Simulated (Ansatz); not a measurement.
The parent structure is CuI in the zinc blende structure (space group F-43m, No. 216; a = 6.079 Å).

It is then changed as follows: a fraction x = 0.75 of the Cu sites is given to Ag, ordered in a cell of 8 atoms (starting symmetry Amm2) and fully relaxed.

Method: PBE in Ansatz (plane waves to 420 eV, PAW, no spin-orbit coupling).

The zone is the changed cell's own and can be folded.

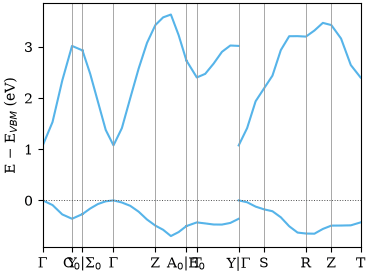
Highest valence and lowest conduction band along the path of the changed cell's own zone

The gap is 1.07 eV, direct at Γ; the base has 1.10 eV.

Each cell is one ordered arrangement of few atoms, which overstates ordering effects compared with a random alloy. With I present, leaving out spin-orbit coupling can change the band edges. Stability against distortions was not tested. The final runs are not spin-polarised. Labels are those of the standard path for the cell's own space group.

Ansatz is an electronic-structure program.
